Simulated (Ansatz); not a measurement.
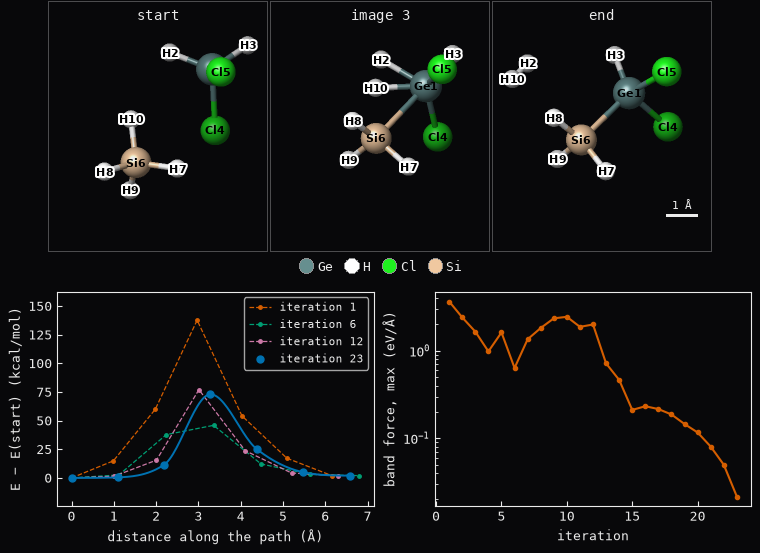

NEB run on GeSiH6Cl2, made up at the start of GeH2Cl2 and SiH4. Images are numbered from 0 (start) to 6 (end). The plot follows the band through its iterations. The picture is a ball-and-stick view, seen from a free direction.

Computed with Ansatz 0.2.0, RKS r2SCAN/def2-SVP. Run with 5 movable images; climbing image; force threshold 0.03 eV/Å; iteration limit 60; starting path through a guess of the saddle point.

> How did the profile develop, and is the result final?

The result is final at these settings. The band converged in 23 iterations. The largest component of the band force went from 3.7 to 0.022 eV/Å. The climbing image converged on the top of the path. Its vibrational analysis gives one imaginary mode (1505i cm⁻¹), as a transition state must have. The first iteration put the highest image at 137.7 kcal/mol. The highest point, image 3, lies 73.0 kcal/mol above the start and 71.0 kcal/mol above the end; the end is at +2.0 kcal/mol relative to the start.

Limits of the set-up: the start holds two separate molecules, 2.9 Å apart at their closest, whose relative position is a soft coordinate and is computed without a dispersion correction.

Cost: 6 min on 4 threads of Arm Neoverse V1, on a shared host, peak memory 0.23 GiB.
